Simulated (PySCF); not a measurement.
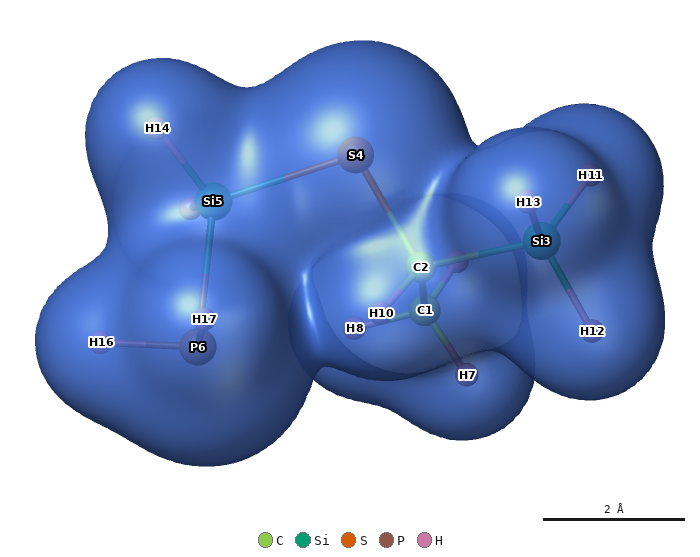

C$_{2}$H$_{11}$PSSi$_{2}$. Isosurface of the total electron density at 0.05 e/Å³ (blue), seen from one side.

Geometry: GFN2-xTB.

These are results of PySCF 2.14.0, CAM-B3LYP/def2-SVPD, SCF density, gas phase, not measurements.

```yaml
atoms:
  - { symbol: C, position_ang: [-0.9733, -1.3858, 0.1841] }
  - { symbol: C, position_ang: [-0.7885, 0.0636, -0.2164] }
  - { symbol: Si, position_ang: [-2.4102, 0.9393, -0.7249] }
  - { symbol: S, position_ang: [-0.0711, 1.0267, 1.1811] }
  - { symbol: Si, position_ang: [1.9507, 0.3225, 1.2191] }
  - { symbol: P, position_ang: [2.5289, -0.3735, -0.8308] }
  - { symbol: H, position_ang: [-1.4485, -1.9367, -0.6262] }
  - { symbol: H, position_ang: [-0.0133, -1.8572, 0.4037] }
  - { symbol: H, position_ang: [-1.6026, -1.4560, 1.0694] }
  - { symbol: H, position_ang: [-0.0571, 0.1299, -1.0292] }
  - { symbol: H, position_ang: [-3.3245, 0.9045, 0.4127] }
  - { symbol: H, position_ang: [-2.9557, 0.1886, -1.8592] }
  - { symbol: H, position_ang: [-2.0916, 2.3097, -1.1134] }
  - { symbol: H, position_ang: [2.7074, 1.4552, 1.7410] }
  - { symbol: H, position_ang: [2.0750, -0.8368, 2.1053] }
  - { symbol: H, position_ang: [3.8785, -0.3746, -0.5388] }
  - { symbol: H, position_ang: [2.5889, 0.8924, -1.3872] }
```

> Which contacts does the surface bridge?

At this value the surface is in one piece. It bridges the sampled C–C (1.52 Å), C–S (1.84 Å), C–Si (1.91 Å) and Si–S (2.14 Å) contacts, where the density stays above the isovalue. On the grid the lowest density along these lines, outside the cores, is 1.7 e/Å³ (C–C, 1.52 Å), 1.1 e/Å³ (C–S, 1.84 Å), 0.75 e/Å³ (C–Si, 1.91 Å) and 0.64 e/Å³ (Si–S, 2.14 Å).
